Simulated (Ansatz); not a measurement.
C₃H₈SeSi (SMILES C=CC[SiH2][SeH])

Input

```
crystal:
  periodic: [false, false, false]
  atoms:
    - { symbol: C, position_ang: [-1.0829, 1.4562, 0.4236] }
    - { symbol: C, position_ang: [-1.2789, 0.2188, -0.0408] }
    - { symbol: C, position_ang: [-0.4601, -0.9454, 0.4361] }
    - { symbol: Si, position_ang: [1.1809, -1.0306, -0.4662] }
    - { symbol: Se, position_ang: [2.5397, 0.6983, 0.1438] }
    - { symbol: H, position_ang: [-0.3126, 1.6616, 1.1605] }
    - { symbol: H, position_ang: [-1.702, 2.2736, 0.0687] }
    - { symbol: H, position_ang: [-2.0751, 0.0431, -0.7581] }
    - { symbol: H, position_ang: [-1.0123, -1.8843, 0.2228] }
    - { symbol: H, position_ang: [-0.2881, -0.8838, 1.5318] }
    - { symbol: H, position_ang: [1.8443, -2.296, -0.1196] }
    - { symbol: H, position_ang: [0.95, -0.991, -1.9179] }
    - { symbol: H, position_ang: [1.6969, 1.6795, -0.6846] }
basis:
  gaussian:
    orbitals: cc-pVDZ
hamiltonian:
  xc: b3lyp
output:
  orbitals: {}
  forces: true
```

Command:

```sh
python c3h8sesi.py
```

Not at a stationary point (largest force 1.1 eV/Å).

Level of theory: SCF B3LYP, Gaussian basis (Ansatz 0.2.0).

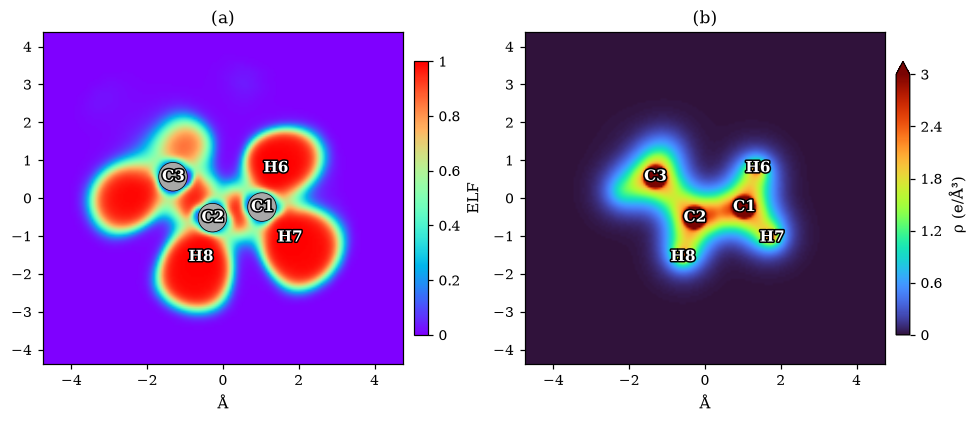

Figure 1. (a) ELF; (b) total electron density on the plane of atoms C1, C2 and C3. Grey discs cover the atomic cores in the ELF map.

> Interpret the plot.

The section cuts through C and H sites. C–C (1.34 Å): ρ is about 2.3 e/Å³ halfway; the ELF peaks at about 0.95 between the atoms: a short, multiple covalent bond. C–H (1.09 Å): ρ is about 2 e/Å³ halfway; the ELF climbs to about 1 towards the hydrogen, as it does in any bond to H; an ordinary covalent bond to hydrogen. C–C (1.50 Å): the density is about 1.7 e/Å³ at the midpoint; the ELF peaks at about 0.95 between the atoms, as expected for localised, covalent bonding.

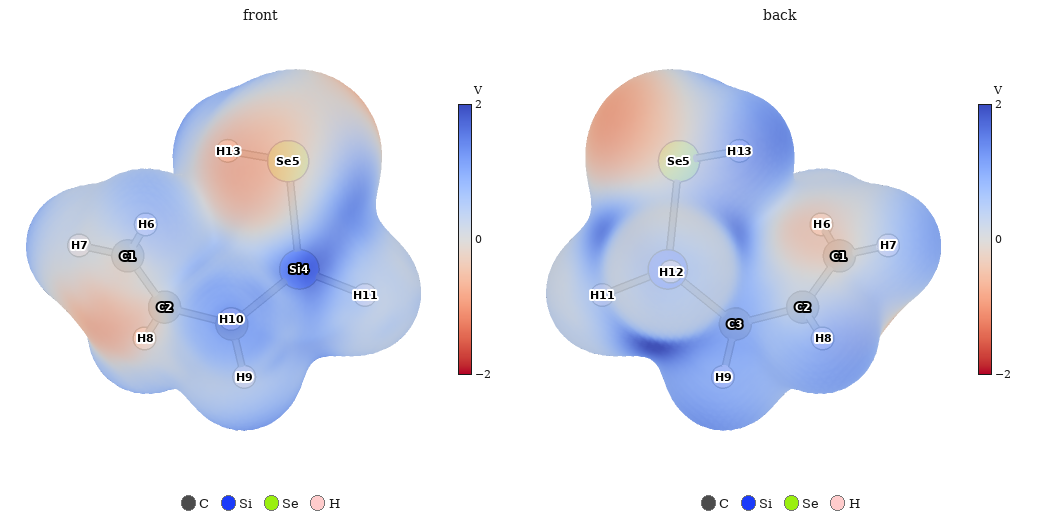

Figure 2. The molecular electrostatic potential painted on the density surface at 0.004 e/bohr³, seen from the front and from behind; the colour scale runs from red (negative) to blue (positive).

> Describe the electrostatic potential map.

The most negative region (about −0.9 V) lies over Se5, the most positive (about +1.9 V) over Si4.

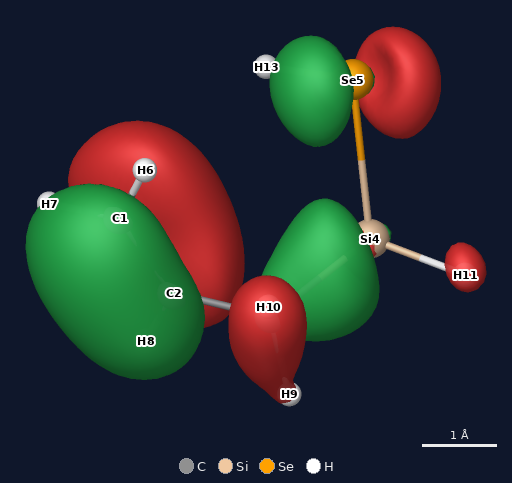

Figure 3. The HOMO−1 at ±0.1 Å⁻³ᐟ² (green and red are the two phases), seen across its widest extent.

> Where does this orbital lie, and at what energy?

Its weight (Hirshfeld) is mainly on C1 (about 35 %), C2 (about 30 %), Se5 (about 10 %), C3 (about 10 %) and Si4 (about 5 %); π-bonding across C1–C2. Its energy is −6.91 eV.

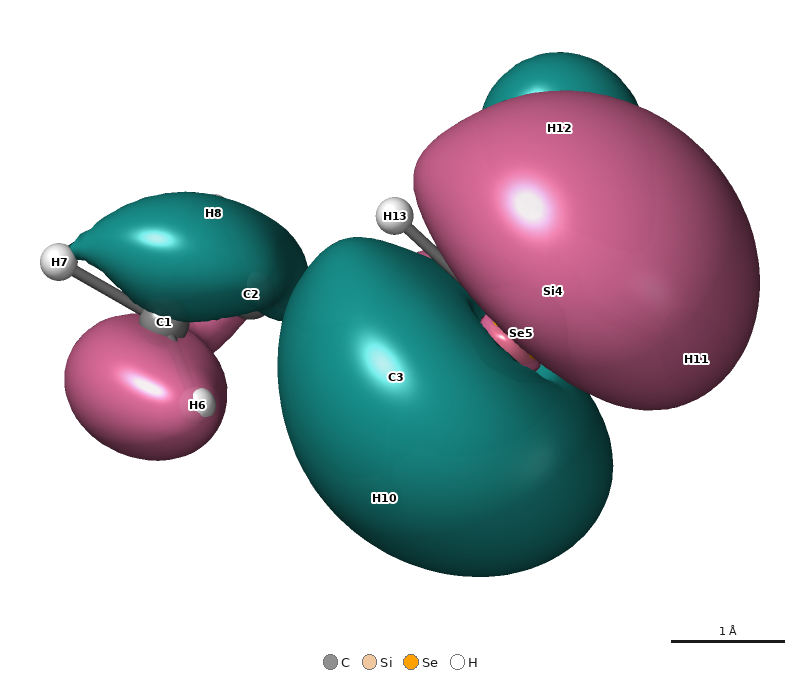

Figure 4. The HOMO at ±0.06 Å⁻³ᐟ² (teal and pink are the two phases), seen from one side.

> What is the character of this orbital?

Its weight (Hirshfeld) is mainly on Se5 (about 75 %); largely a lone pair of Se5. Its energy is −6.51 eV.
